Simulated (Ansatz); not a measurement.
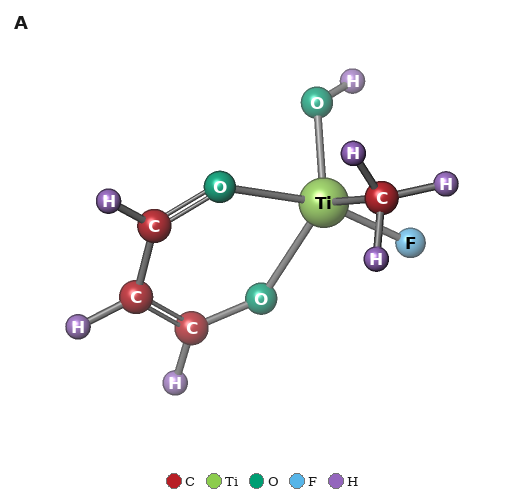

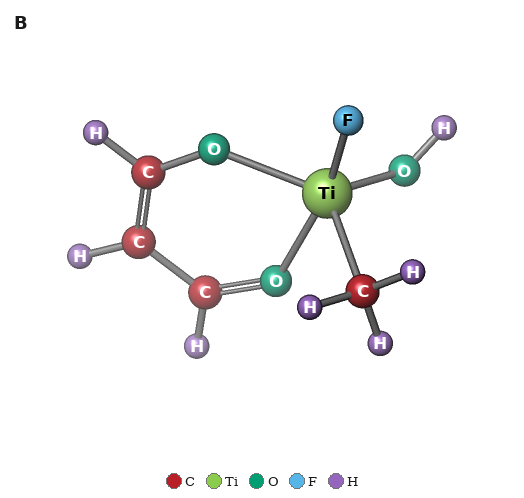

Atoms fade into the background with distance from the viewer. Charge 0, singlet. The geometry was computed by an optimisation with PBE0-D4/def2-TZVP.

Question: Can A be turned into B by a rotation alone?

Answer: No. They are mirror images that no rotation superimposes: the geometry of C4H7FO3Ti is chiral (C1). Their energies are equal.
